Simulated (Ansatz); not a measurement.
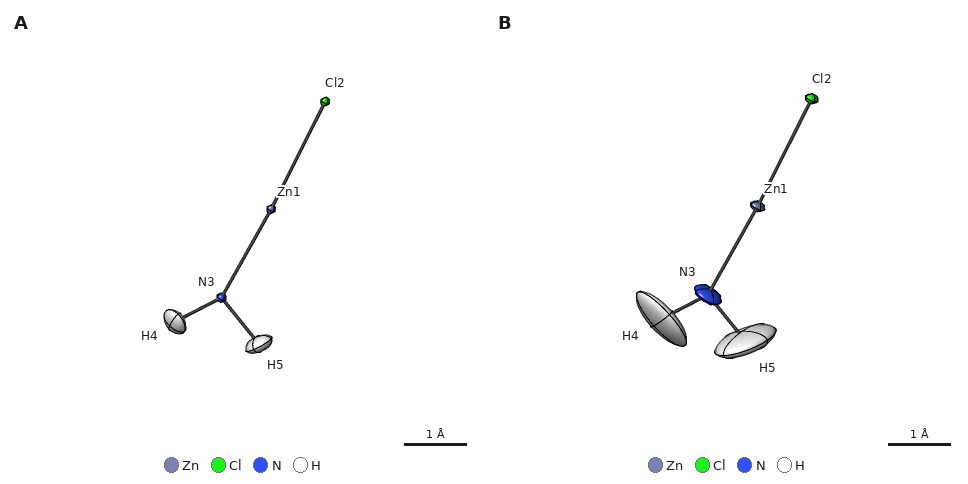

Displacement ellipsoids at the 50 % level, from the internal vibrations of the free molecule (harmonic, no overall translation or rotation; no half-axis is drawn under 0.075 Å). Vibrations computed with RKS PBE0-D4/def2-TZVP (Ansatz 0.2.0). One panel is for 0 K (zero-point motion alone), the other for 900 K.

### Which panel is for 900 K?

B.

### How much does the mean-square displacement of N3 grow, and why?

U_eq goes from 0.0026 to 0.0188 Å², a factor of 7.2. Modes below kT (626 cm⁻¹ at 900 K) grow about in proportion to T, and the lowest lies at 132 cm⁻¹; the mean-square amplitude of a mode is its zero-point value times coth(ħω/2kT), which comes close to 1 only above about 3kT.
